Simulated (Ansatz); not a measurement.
# Run report: BH2ClOF, geometry relaxation (part 2 of 2)

The same run, continued: BH2ClOF, multiplicity 2; UHF/def2-SVP (Ansatz 0.2.0). It belongs to a series of runs on one base structure; here: end point A relaxed.

Geometry of the input (Å):
```
B  0.0658  0.0566  -0.1519
H  0.1070  0.1573  1.0319
Cl 1.5343  0.0153  -1.1113
F  -1.0806  -0.0338  -0.7669
O  -0.0400  -0.1407  3.2256
H  -0.6331  -0.8559  3.4597
```

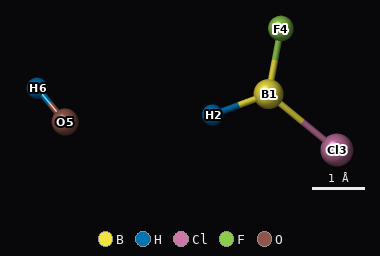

Figure 1. The geometry at step 23 of the log (ball-and-stick view, seen on its broad side; atoms are numbered from 1 in the order of the input).

### Trajectory as extended XYZ, continued
```
6
Properties=species:S:1:pos:R:3:forces:R:3 step=8 energy=-17942.74357 accepted=F
B     0.1083    0.0687   -0.4105   -0.1749   0.4185  -0.1597
H     0.1559    0.1920    0.7708    0.0197  -0.1779  -0.0195
Cl    1.5670    0.0720   -1.3925   -0.0351  -0.1061   0.0588
F    -1.0461    0.0179   -1.0239    0.1916  -0.1375   0.1299
O    -0.1069   -0.2200    3.7366   -0.8035  -0.9240   0.3380
H    -0.7249   -0.9317    4.0066    0.8023   0.9270  -0.3476
6
Properties=species:S:1:pos:R:3:forces:R:3 step=9 energy=-17942.76604
B     0.0996    0.1016   -0.3639    0.2275  -0.0212   0.1734
H     0.1720    0.2594    0.8121   -0.0211   0.0100  -0.0382
Cl    1.5508    0.0242   -1.3511    0.0040   0.0148  -0.0276
F    -1.0537   -0.0365   -0.9444   -0.2073  -0.0051  -0.1085
O    -0.1031   -0.2169    3.6807    0.0132   0.0179  -0.0092
H    -0.7123   -0.9329    3.8537   -0.0163  -0.0163   0.0101
6
Properties=species:S:1:pos:R:3:forces:R:3 step=10 energy=-17942.76765
B     0.1129    0.0938   -0.3662   -0.0019  -0.0011   0.0032
H     0.2017    0.2269    0.8101    0.0005  -0.0050  -0.0020
Cl    1.5429    0.0523   -1.3859   -0.0037   0.0031  -0.0041
F    -1.0551   -0.0319   -0.9316    0.0077   0.0014   0.0020
O    -0.1220   -0.2183    3.6679   -0.0001   0.0012  -0.0034
H    -0.7271   -0.9238    3.8929   -0.0025   0.0003   0.0042
6
Properties=species:S:1:pos:R:3:forces:R:3 step=11 energy=-17942.76721 accepted=F
B     0.1256    0.0914   -0.3689   -0.0453   0.0382  -0.0477
H     0.2380    0.2230    0.8055    0.0041  -0.0226  -0.0089
Cl    1.5338    0.0701   -1.4219   -0.0343  -0.0089   0.0219
F    -1.0548   -0.0366   -0.9110    0.0776  -0.0080   0.0330
O    -0.1474   -0.2298    3.6370   -0.1815  -0.2099   0.0946
H    -0.7419   -0.9192    3.9465    0.1793   0.2112  -0.0929
6
Properties=species:S:1:pos:R:3:forces:R:3 step=12 energy=-17942.76784
B     0.1196    0.0923   -0.3674   -0.0369   0.0128  -0.0309
H     0.2206    0.2225    0.8081    0.0037  -0.0118  -0.0021
Cl    1.5380    0.0625   -1.4048   -0.0172  -0.0016   0.0086
F    -1.0551   -0.0341   -0.9208    0.0528  -0.0008   0.0231
O    -0.1346   -0.2235    3.6533   -0.0552  -0.0633   0.0228
H    -0.7352   -0.9209    3.9187    0.0529   0.0647  -0.0215
6
Properties=species:S:1:pos:R:3:forces:R:3 step=13 energy=-17942.76793
B     0.1211    0.0908   -0.3660   -0.0553   0.0201  -0.0407
H     0.2247    0.2178    0.8095    0.0056  -0.0148  -0.0005
Cl    1.5365    0.0669   -1.4077   -0.0161  -0.0041   0.0091
F    -1.0553   -0.0342   -0.9170    0.0682  -0.0025   0.0300
O    -0.1366   -0.2248    3.6467   -0.0260  -0.0292   0.0113
H    -0.7371   -0.9175    3.9215    0.0235   0.0305  -0.0092
6
Properties=species:S:1:pos:R:3:forces:R:3 step=14 energy=-17942.76848
B     0.1268    0.0846   -0.3697    0.0022   0.0000   0.0012
H     0.2454    0.1741    0.8080    0.0011  -0.0043  -0.0037
Cl    1.5292    0.0973   -1.4284   -0.0036   0.0026  -0.0007
F    -1.0544   -0.0311   -0.9090    0.0024   0.0004   0.0016
O    -0.1425   -0.2226    3.6510    0.0005   0.0012  -0.0002
H    -0.7511   -0.9034    3.9352   -0.0025   0.0003   0.0017
6
Properties=species:S:1:pos:R:3:forces:R:3 step=15 energy=-17942.76678 accepted=F
B     0.1476    0.0509   -0.3840    0.2710   0.1283   0.1337
H     0.3196    0.0266    0.7995   -0.0263  -0.0399  -0.2518
Cl    1.5031    0.2072   -1.5044   -0.1293  -0.0433   0.1396
F    -1.0518   -0.0165   -0.8821   -0.1150  -0.0465  -0.0182
O    -0.1631   -0.2127    3.6763   -0.0305  -0.0312   0.0122
H    -0.8021   -0.8565    3.9818    0.0301   0.0326  -0.0154
6
Properties=species:S:1:pos:R:3:forces:R:3 step=16 energy=-17942.76850
B     0.1409    0.0789   -0.3721    0.0242  -0.0991  -0.0347
H     0.2926    0.1086    0.8056    0.0027   0.0354  -0.0315
Cl    1.5134    0.1483   -1.4720   -0.0599   0.0247   0.0497
F    -1.0540   -0.0332   -0.8826    0.0344   0.0376   0.0151
O    -0.1595   -0.2267    3.6387   -0.0587  -0.0612   0.0338
H    -0.7801   -0.8770    3.9695    0.0574   0.0625  -0.0324
6
Properties=species:S:1:pos:R:3:forces:R:3 step=17 energy=-17942.76894
B     0.1439    0.0645   -0.3774    0.1131   0.0453   0.0168
H     0.3034    0.0763    0.8010    0.0005  -0.0175  -0.0640
Cl    1.5089    0.1734   -1.4847   -0.0660  -0.0128   0.0625
F    -1.0531   -0.0258   -0.8822   -0.0466  -0.0164  -0.0143
O    -0.1593   -0.2210    3.6573   -0.0514  -0.0529   0.0257
H    -0.7904   -0.8685    3.9730    0.0505   0.0543  -0.0266
6
Properties=species:S:1:pos:R:3:forces:R:3 step=18 energy=-17942.76910
B     0.1419    0.0685   -0.3750    0.0780   0.0122  -0.0036
H     0.2967    0.0886    0.8030    0.0020  -0.0059  -0.0374
Cl    1.5109    0.1636   -1.4770   -0.0515  -0.0032   0.0477
F    -1.0535   -0.0279   -0.8838   -0.0273  -0.0045  -0.0067
O    -0.1563   -0.2226    3.6534   -0.0242  -0.0249   0.0126
H    -0.7864   -0.8713    3.9666    0.0230   0.0263  -0.0127
6
Properties=species:S:1:pos:R:3:forces:R:3 step=19 energy=-17942.76915
B     0.1413    0.0693   -0.3742    0.0665   0.0022  -0.0116
H     0.2950    0.0903    0.8034    0.0023  -0.0023  -0.0240
Cl    1.5112    0.1621   -1.4746   -0.0437  -0.0002   0.0404
F    -1.0537   -0.0287   -0.8841   -0.0240  -0.0011  -0.0048
O    -0.1541   -0.2232    3.6535   -0.0075  -0.0076   0.0042
H    -0.7863   -0.8709    3.9631    0.0063   0.0090  -0.0043
6
Properties=species:S:1:pos:R:3:forces:R:3 step=20 energy=-17942.76922
B     0.1417    0.0686   -0.3734    0.0527  -0.0067  -0.0261
H     0.2969    0.0854    0.8035    0.0031   0.0011  -0.0066
Cl    1.5099    0.1660   -1.4749   -0.0363   0.0022   0.0342
F    -1.0539   -0.0298   -0.8822   -0.0183   0.0021  -0.0013
O    -0.1510   -0.2245    3.6546    0.0112   0.0113  -0.0049
H    -0.7902   -0.8667    3.9595   -0.0124  -0.0099   0.0048
6
Properties=species:S:1:pos:R:3:forces:R:3 step=21 energy=-17942.76940
B     0.1444    0.0641   -0.3723    0.0362  -0.0160  -0.0543
H     0.3077    0.0619    0.8026    0.0046   0.0048   0.0197
Cl    1.5042    0.1846   -1.4814   -0.0296   0.0042   0.0300
F    -1.0544   -0.0319   -0.8747   -0.0100   0.0057   0.0054
O    -0.1438   -0.2276    3.6595    0.0235   0.0222  -0.0106
H    -0.8048   -0.8522    3.9535   -0.0247  -0.0209   0.0098
6
Properties=species:S:1:pos:R:3:forces:R:3 step=22 energy=-17942.74787 accepted=F
B     0.1658    0.0275   -0.3660    0.0553  -0.0211  -0.1846
H     0.3905   -0.1166    0.7956   -0.0012   0.0411  -0.1383
Cl    1.4610    0.3274   -1.5330   -0.2020  -0.0412   0.2369
F    -1.0574   -0.0462   -0.8191    0.1489   0.0213   0.0935
O    -0.0916   -0.2505    3.6969   -1.1767  -0.7040   0.3004
H    -0.9149   -0.7426    3.9128    1.1757   0.7039  -0.3080
6
Properties=species:S:1:pos:R:3:forces:R:3 step=23 energy=-17942.76942
B     0.1448    0.0635   -0.3720    0.0335  -0.0133  -0.0531
H     0.3081    0.0615    0.8029    0.0046   0.0037   0.0197
Cl    1.5042    0.1857   -1.4811   -0.0276   0.0036   0.0283
F    -1.0540   -0.0332   -0.8743   -0.0093   0.0047   0.0056
O    -0.1444   -0.2271    3.6585    0.0231   0.0218  -0.0102
H    -0.8053   -0.8515    3.9530   -0.0243  -0.0205   0.0097
6
Properties=species:S:1:pos:R:3:forces:R:3 step=24 energy=-17942.76890 accepted=F
B     0.1593    0.0414   -0.3651    0.0116  -0.0090  -0.1099
H     0.3530   -0.0253    0.8039    0.0101   0.0070  -0.0012
Cl    1.4848    0.2653   -1.5028   -0.0708  -0.0076   0.0783
F    -1.0509   -0.0575   -0.8424    0.0504   0.0090   0.0344
O    -0.1299   -0.2313    3.6629   -0.2437  -0.1873   0.0882
H    -0.8631   -0.7936    3.9307    0.2425   0.1879  -0.0898
6
Properties=species:S:1:pos:R:3:forces:R:3 step=25 energy=-17942.76977
B     0.1563    0.0496   -0.3652   -0.0069  -0.0168  -0.0275
H     0.3344    0.0223    0.8079    0.0031   0.0049  -0.0005
Cl    1.4967    0.2318   -1.4873   -0.0082   0.0045   0.0125
F    -1.0472   -0.0632   -0.8545    0.0134   0.0065   0.0142
O    -0.1521   -0.2195    3.6457   -0.0345  -0.0306   0.0174
H    -0.8348   -0.8222    3.9405    0.0331   0.0315  -0.0161
6
Properties=species:S:1:pos:R:3:forces:R:3 step=26 energy=-17942.76977 accepted=F
B     0.1695    0.0314   -0.3551   -0.0691   0.0286  -0.0353
H     0.3577   -0.0063    0.8162    0.0093  -0.0138  -0.0104
Cl    1.4930    0.2790   -1.4849   -0.0187  -0.0117   0.0143
F    -1.0366   -0.1067   -0.8352    0.0808  -0.0034   0.0269
O    -0.1672   -0.2052    3.6249   -0.0760  -0.0644   0.0383
H    -0.8632   -0.7933    3.9212    0.0739   0.0648  -0.0338
6
Properties=species:S:1:pos:R:3:forces:R:3 step=27 energy=-17942.76971 accepted=F
B     0.1610    0.0394   -0.3669   -0.0036   0.0732  -0.0422
H     0.3484    0.0029    0.8045    0.0083  -0.0289   0.0007
Cl    1.4907    0.2520   -1.4978   -0.0240  -0.0214   0.0285
F    -1.0467   -0.0659   -0.8473    0.0205  -0.0237   0.0142
O    -0.1498   -0.2178    3.6615   -0.0531  -0.0457   0.0202
H    -0.8503   -0.8116    3.9331    0.0520   0.0465  -0.0215
6
Properties=species:S:1:pos:R:3:forces:R:3 step=28 energy=-17942.76987
B     0.1586    0.0475   -0.3654    0.0001  -0.0235  -0.0272
H     0.3419    0.0133    0.8067    0.0027   0.0080   0.0004
Cl    1.4940    0.2408   -1.4919   -0.0134   0.0056   0.0148
F    -1.0465   -0.0674   -0.8500    0.0120   0.0090   0.0116
O    -0.1523   -0.2184    3.6514   -0.0220  -0.0193   0.0106
H    -0.8424   -0.8169    3.9363    0.0206   0.0201  -0.0103
6
Properties=species:S:1:pos:R:3:forces:R:3 step=29 energy=-17942.77000
B     0.1629    0.0414   -0.3659    0.0702   0.0195   0.0059
H     0.3592   -0.0035    0.8040    0.0038  -0.0057  -0.0046
Cl    1.4863    0.2564   -1.5035   -0.0248  -0.0058   0.0197
F    -1.0461   -0.0692   -0.8376   -0.0480  -0.0089  -0.0197
O    -0.1538   -0.2179    3.6599    0.0177   0.0144  -0.0070
H    -0.8553   -0.8083    3.9302   -0.0189  -0.0136   0.0057
6
Properties=species:S:1:pos:R:3:forces:R:3 step=30 energy=-17942.77022
B     0.1728    0.0311   -0.3601    0.0478   0.0036   0.0003
H     0.3815   -0.0301    0.8074    0.0055   0.0022  -0.0191
Cl    1.4805    0.2918   -1.5073   -0.0451  -0.0068   0.0325
F    -1.0393   -0.0985   -0.8210   -0.0069   0.0006  -0.0130
O    -0.1627   -0.2089    3.6535   -0.0217  -0.0180   0.0085
H    -0.8795   -0.7865    3.9146    0.0203   0.0185  -0.0092
6
Properties=species:S:1:pos:R:3:forces:R:3 step=31 energy=-17942.77030
B     0.1791    0.0246   -0.3572    0.0433   0.0038   0.0104
H     0.3974   -0.0466    0.8085    0.0059   0.0038  -0.0342
Cl    1.4751    0.3129   -1.5116   -0.0577  -0.0107   0.0394
F    -1.0357   -0.1140   -0.8092    0.0099   0.0029  -0.0147
O    -0.1675   -0.2047    3.6520   -0.0403  -0.0321   0.0145
H    -0.8950   -0.7733    3.9046    0.0388   0.0324  -0.0153
6
Properties=species:S:1:pos:R:3:forces:R:3 step=32 energy=-17942.77042
B     0.1827    0.0211   -0.3558    0.0119   0.0039   0.0365
H     0.4064   -0.0538    0.8089    0.0038   0.0016  -0.0409
Cl    1.4709    0.3232   -1.5133   -0.0356  -0.0078   0.0175
F    -1.0338   -0.1222   -0.8027    0.0215   0.0020  -0.0122
O    -0.1692   -0.2034    3.6522   -0.0446  -0.0349   0.0154
H    -0.9037   -0.7661    3.8978    0.0431   0.0351  -0.0164
6
Properties=species:S:1:pos:R:3:forces:R:3 step=33 energy=-17942.77000 accepted=F
B     0.1966    0.0161   -0.3513    0.0990  -0.1070   0.1615
H     0.4587   -0.0925    0.8057   -0.0187   0.0519  -0.1082
Cl    1.4456    0.3625   -1.5371   -0.0244   0.0234  -0.0044
F    -1.0280   -0.1463   -0.7636   -0.0545   0.0317  -0.0449
O    -0.1751   -0.2039    3.6633   -0.1027  -0.0719   0.0252
H    -0.9445   -0.7370    3.8700    0.1013   0.0718  -0.0292
6
Properties=species:S:1:pos:R:3:forces:R:3 step=34 energy=-17942.77051
B     0.1919    0.0120   -0.3513   -0.0327   0.0421   0.1007
H     0.4330   -0.0688    0.8100   -0.0004  -0.0178  -0.0520
Cl    1.4570    0.3454   -1.5212    0.0185  -0.0080  -0.0335
F    -1.0301   -0.1370   -0.7812    0.0162  -0.0165  -0.0140
O    -0.1735   -0.2033    3.6499   -0.0368  -0.0277   0.0118
H    -0.9249   -0.7494    3.8808    0.0351   0.0278  -0.0130
6
Properties=species:S:1:pos:R:3:forces:R:3 step=35 energy=-17942.77067
B     0.2015    0.0072   -0.3474    0.0432   0.0094   0.1496
H     0.4701   -0.0930    0.8082   -0.0110   0.0024  -0.0967
Cl    1.4384    0.3707   -1.5397   -0.0057  -0.0041  -0.0163
F    -1.0271   -0.1504   -0.7517   -0.0248  -0.0076  -0.0331
O    -0.1768   -0.2056    3.6568   -0.1018  -0.0698   0.0249
H    -0.9528   -0.7300    3.8609    0.1002   0.0697  -0.0284
6
Properties=species:S:1:pos:R:3:forces:R:3 step=36 energy=-17942.77090
B     0.2040    0.0074   -0.3422   -0.0320  -0.0182   0.1185
H     0.4753   -0.0884    0.8120   -0.0117   0.0061  -0.0712
Cl    1.4351    0.3728   -1.5378    0.0218   0.0083  -0.0389
F    -1.0250   -0.1607   -0.7452    0.0239   0.0039  -0.0060
O    -0.1772   -0.2084    3.6479   -0.0948  -0.0634   0.0243
H    -0.9589   -0.7238    3.8523    0.0928   0.0632  -0.0266
6
Properties=species:S:1:pos:R:3:forces:R:3 step=37 energy=-17942.77152
B     0.2104    0.0072   -0.3349   -0.0084   0.0022  -0.0220
H     0.5028   -0.0857    0.8107    0.0029  -0.0021   0.0206
Cl    1.4192    0.3764   -1.5549   -0.0015   0.0001  -0.0036
F    -1.0238   -0.1657   -0.7186    0.0092  -0.0001   0.0095
O    -0.1784   -0.2204    3.6498   -0.0015  -0.0020  -0.0026
H    -0.9769   -0.7129    3.8351   -0.0006   0.0018  -0.0019
```
